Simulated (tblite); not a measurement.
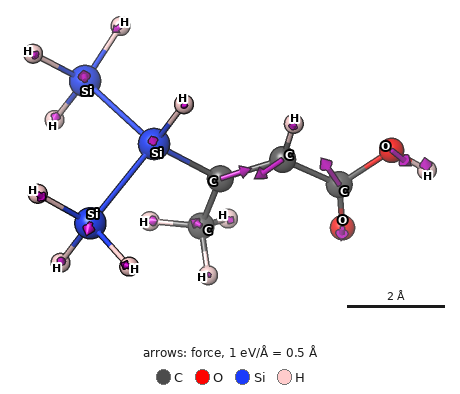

Starting geometry of C₄H₁₂O₂Si₃ with the computed forces as purple arrows. A ball-and-stick model, seen at a tilt.

Computed with tblite 0.8.0, GFN2-xTB geometry optimisation, gas phase. 

**Is this structure relaxed? If not, where do the atoms go?**

It isn't relaxed: the largest force vector, on a C atom, is 1.77 eV/Å. The final displacements have little in common with the starting forces (cosine between the two patterns 0.17). After 68 geometry steps the energy has fallen by 23.8 kJ/mol. The atom that moves furthest after the best rigid fit is an H atom (0.31 Å). Largest moves by element: H 0.31 Å, O 0.21 Å, Si 0.20 Å, C 0.10 Å. Some distances before and after: Si–Si 2.294 → 2.329 Å, H–Si 1.498 → 1.465 Å, C–C 1.371 → 1.341 Å, C–Si 1.878 → 1.898 Å. Bond angles that change, for instance: Si–Si–Si 105.4° → 117.4°, C–O–H 103.3° → 109.7°, H–C–H 105.0° → 109.7°.
